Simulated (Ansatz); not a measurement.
## Electronic structure of BrClGaH (SMILES [Cl][GaH][Br]) in real space

The calculation's input:

```
crystal:
  periodic: [false, false, false]
  atoms:
    - {symbol: Cl, position_ang: [-1.970499, -0.096140, -0.528417]}
    - {symbol: Ga, position_ang: [0.088808, 0.166330, -0.052374]}
    - {symbol: Br, position_ang: [1.109159, -1.623611, 0.905267]}
    - {symbol: H, position_ang: [0.828132, 1.493022, -0.344776]}
basis:
  gaussian: {orbitals: def2-TZVPP}
hamiltonian: {xc: pbe0, dispersion: d4}
output: {orbitals: {seedname: orbitals}}
```

Command:

```sh
ansatz run in.yaml --threads 2 --pin off --events-out ev --progress --plain --max-ram 32768MiB --backend cpu
```

Geometry: PBE0-D4/def2-TZVP.

All numbers below come from RKS PBE0-D4/def2-TZVPP (Ansatz 0.2.0).

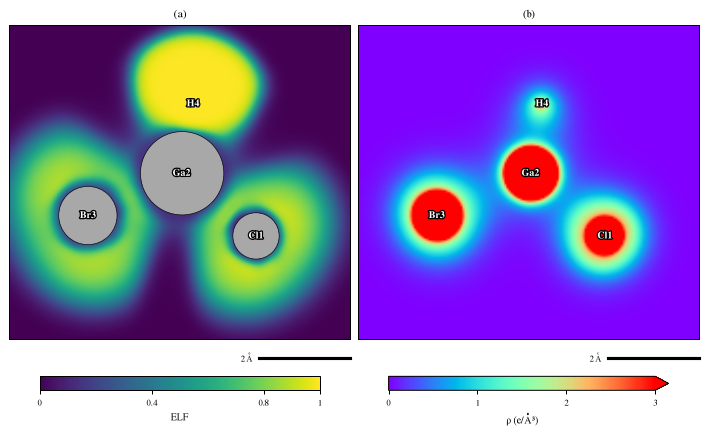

Figure 1. (a) ELF; (b) electron density on the molecular plane. Grey discs cover the atomic cores in the ELF map.

> Describe what can be read from this map.

Atoms in the plane: Cl, Ga, Br and H.
Ga–Cl (2.13 Å): ρ is about 0.74 e/Å³ halfway; the ELF peaks at about 0.85 in the valence shell of Cl, 0.9 Å from its nucleus, and is about 0.55 at the midpoint.
Ga–Br (2.27 Å): ρ at the midpoint is about 0.68 e/Å³; the ELF peaks at about 0.75 in the valence shell of Br, 1.0 Å from its nucleus, and is about 0.70 at the midpoint.
Ga–H (1.55 Å): ρ is about 1.1 e/Å³ halfway; the ELF climbs to about 1 towards the hydrogen.
The ELF also peaks beside Cl1 and Br3, away from the bonds: lone-pair regions.

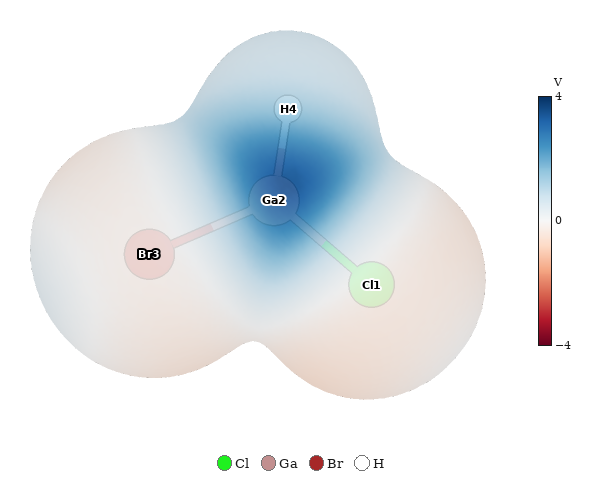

Figure 2. The molecular electrostatic potential painted on the density surface at 0.002 e/bohr³, seen across its widest extent; red is negative and blue positive.

> Which sites attract a positive test charge, and which a negative one?

A positive charge is drawn to the negative regions and a negative charge to the positive ones. The most negative region (about −0.5 V, or −12 kcal/mol for a unit charge) lies over Cl1, the most positive (about +3.3 V, or +76 kcal/mol for a unit charge) over Ga2. Br3 shows a σ-hole: about +0.3 V, or +7 kcal/mol for a unit charge at the tip opposite its bond, against about −0.2 V on its flanks.

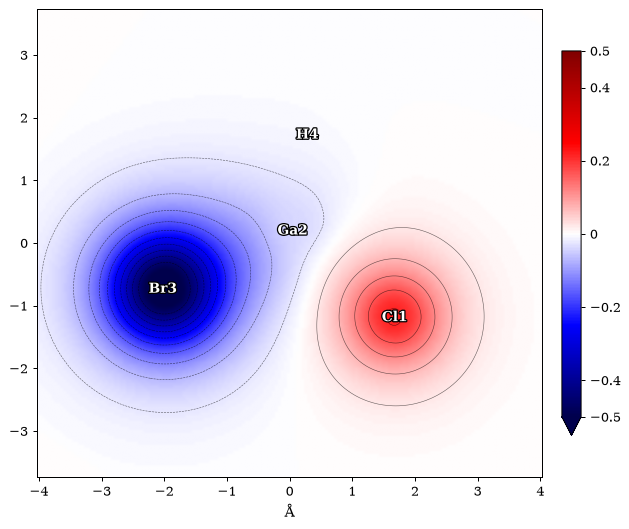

Figure 3. The HOMO−1 on a plane 0.8 Å above the molecular plane (values in Å⁻³ᐟ²; the overall sign is arbitrary).

> What is the character of this orbital?

By Hirshfeld shares it lies mainly on Br3 (about 80 %), Cl1 (about 10 %) and Ga2 (about 10 %); it changes sign across the molecular plane (π type); π-antibonding (a node) across Cl1–Ga2. Its energy is −8.91 eV.
